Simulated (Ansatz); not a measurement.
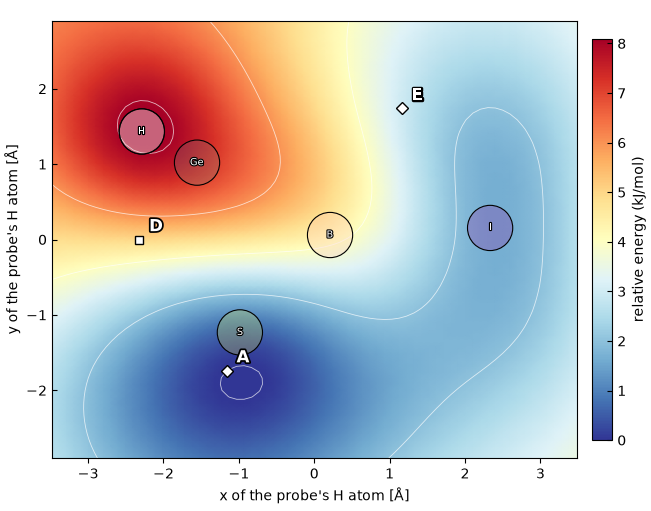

BGeH₂IS (SMILES I[B]1[S][GeH2]1) with the probe H2O. 
- The probe is moved over a plane parallel to the molecule's main plane, 3.37 Å above it.
- The first coordinate is: x of the probe's H atom; the second: y of the probe's H atom.
- Nothing is relaxed (molecule and probe rigid, the probe upright with H nearest the plane).
- The grid has 13 × 11 points.
- Points are written as (first, second).
- Energies: kJ/mol, counted from the lowest grid point.
- The calculation used RHF/def2-SVPD (Ansatz).

In the figure: a smooth colour map with a few white contour lines, labelled circles for the molecule's atoms, projected on the plane, lettered points. Between grid points the surface is interpolated.

**Rank the lettered points by energy, lowest first.**

A (0.0 kJ/mol), E (3.0 kJ/mol), D (5.0 kJ/mol).

**What kind of point is each of A, D, E: minimum, saddle, maximum or slope?**

A: minimum; D: on a slope; E: on a slope. (In these two coordinates alone; a stationary point may lie a little off the grid point.)
